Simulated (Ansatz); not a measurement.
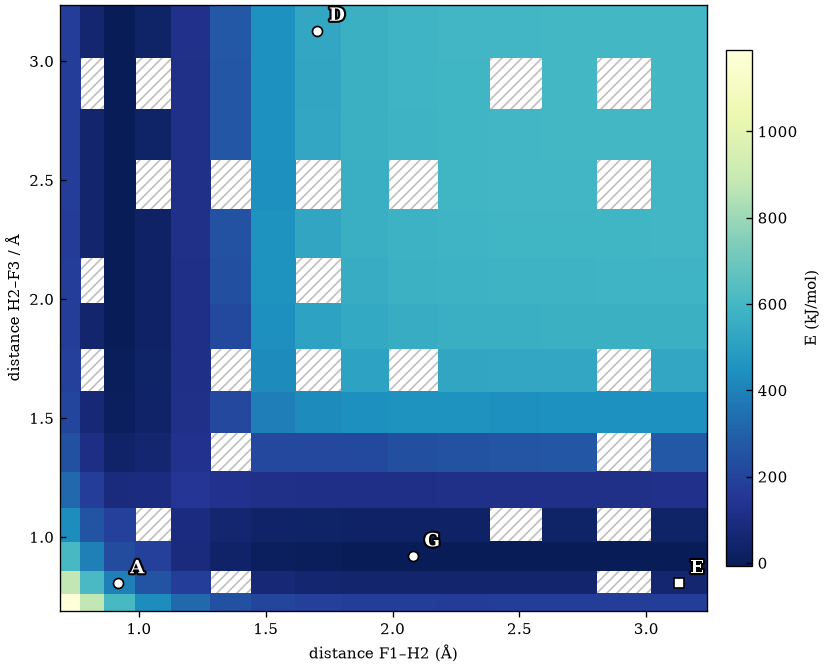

The system F + HF, spin multiplicity 2. Coordinates scanned: (1) distance F1–H2; (2) distance H2–F3. Nothing is relaxed (the angle F1–H2–F3 is fixed at 180 degrees). Grid: 15 × 15 points; 111 points were computed and 91 follow by symmetry. At 23 points there is no value. All energies are given in kJ/mol relative to F far from the relaxed HF (each part in its own basis). Energies and slopes of some neighbouring points disagree (a jump in structure or state, or too coarse a mesh). In part of the range the unrestricted reference is strongly spin-contaminated. All numbers below come from Ansatz, UHF-MP2, frozen core/aug-cc-pVTZ.

The picture shows one coloured cell a grid point, hatched blanks where no value was computed, lettered points.

Question: Is A the lowest point of the computed grid?

Answer: No. A lies 400 kJ/mol above the lowest grid point, which is at distance F1–H2 = 0.919 Å, distance H2–F3 = 2.079 Å.

Question: Rank the lettered points by energy, lowest first.

Answer: G (−6 kJ/mol), E (50 kJ/mol), A (394 kJ/mol), D (526 kJ/mol).
